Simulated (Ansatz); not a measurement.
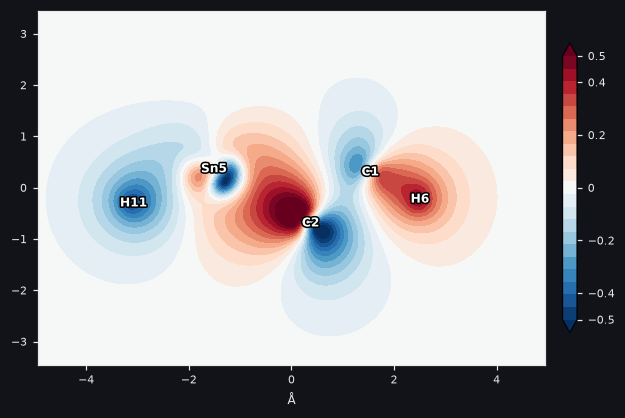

C2H6F2Sn. One frontier orbital on the plane of atoms C2, C1 and H6 (values in Å⁻³ᐟ²; the overall sign is arbitrary).

Geometry: B3LYP-D3(BJ)/def2-SVP; core potentials replace the inner electrons of Sn.

Computed with Ansatz 0.2.0, isolated molecule in a Gaussian basis; Kohn-Sham density functional theory, functional PBE0.

```xyz
11

C    -0.6333    2.0336   -0.9208
C    -1.3379    0.6955   -0.6901
F     1.6148   -0.7200   -0.5260
F     0.4308    0.3711    2.0493
Sn   -0.0681   -0.6221    0.4498
H    -1.2743    2.7165   -1.5023
H    -0.3903    2.5271    0.0327
H     0.3082    1.8992   -1.4753
H    -2.2759    0.8073   -0.1243
H    -1.5751    0.1780   -1.6326
H    -0.4099   -2.2197    0.9693
```

**Which orbital is it: HOMO or LUMO?**

The HOMO, at −8.76 eV. By Hirshfeld shares it lies mainly on C2 (about 30 %), Sn5 (about 25 %), H11 (about 10 %), C1 (about 10 %), H6 (about 5 %), F4 (about 5 %) and F3 (about 5 %).
